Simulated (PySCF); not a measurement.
# C6H11NOSi (SMILES [H]/N=C\C[SiH2]O[C@]12C[C@H]1C2): what the fields show

The calculation's input:

```
{"job": {"kind": "nmr", "xc": "PBE0", "basis": "pcSseg-1"}, "charge": 0, "multiplicity": 1}
H      4.066917    -0.924413    -0.130547
N      3.689495    -0.563440     0.746614
C      2.859709     0.369001     0.609627
C      2.353946     0.971117    -0.650853
Si     0.672699     0.208886    -1.114925
O     -0.266782     0.669369     0.126690
C     -1.561681     0.387415     0.385299
C     -2.204480    -0.145565     1.620982
C     -2.415222    -0.831807     0.299802
C     -2.775318     0.398534    -0.483833
H      2.435098     0.769023     1.526218
H      2.243437     2.047743    -0.532774
H      3.047841     0.779171    -1.469186
H      0.751108    -1.250332    -1.218265
H      0.190282     0.759701    -2.385160
H     -3.025350     0.404971     2.068698
H     -1.561558    -0.635972     2.340733
H     -2.256261    -1.841904    -0.004678
H     -3.637887     0.984229    -0.183347
H     -2.611140     0.375024    -1.554132
```

Run with:

```sh
OMP_NUM_THREADS=1 python probes_run.py task.json out
```

Geometry: GFN2-xTB.

The calculation used PBE0/pcSseg-1, SCF density, gas phase, non-relativistic in PySCF 2.14.0.

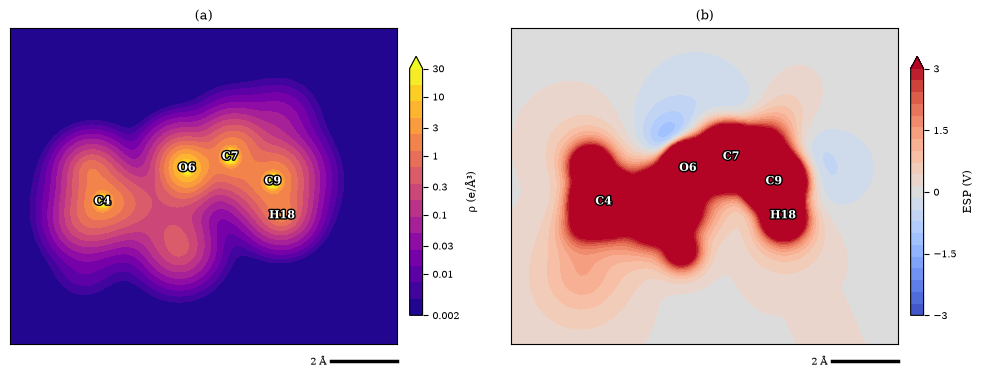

Figure 1. (a) total electron density; (b) molecular electrostatic potential on the plane of atoms C7, C9 and H18.

What do the fields say about this system?

Atoms in the plane: C, O and H. C–O (1.35 Å): ρ at the midpoint is about 2.3 e/Å³, with its minimum of 1.9 e/Å³ about 0.5 Å from C. C–C (1.49 Å): the density is about 1.5 e/Å³ at the midpoint. C–H (1.07 Å): ρ at the midpoint is about 2 e/Å³. Outside the dense part of the molecule the potential is most negative (−1.1 V) near O6.

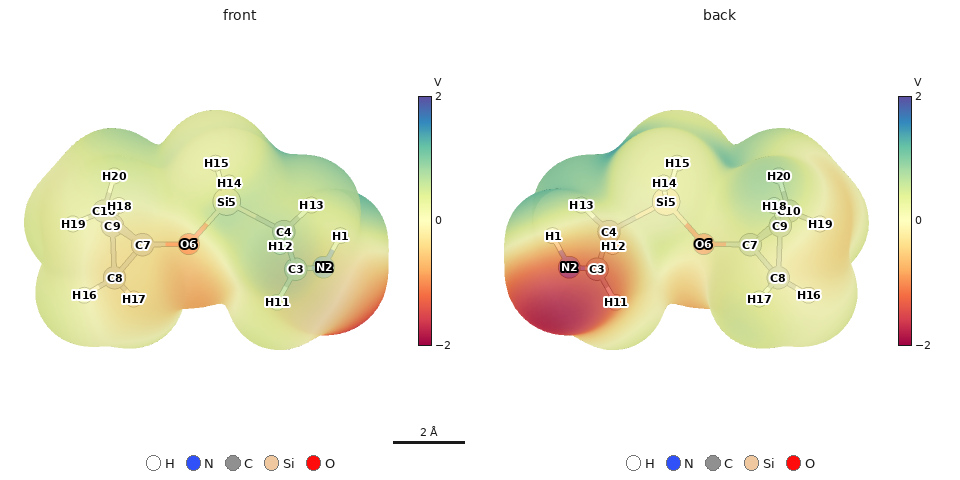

Figure 2. The electrostatic potential painted on the density surface at 0.001 e/bohr³, seen from the front and from behind; red is negative and blue positive.

Which sites attract a positive test charge, and which a negative one?

A positive charge is drawn to the negative regions and a negative charge to the positive ones. The most negative region (about −1.9 V) lies over N2, the most positive (about +1.2 V) over Si5. N2 is the likeliest acceptor of a hydrogen bond.
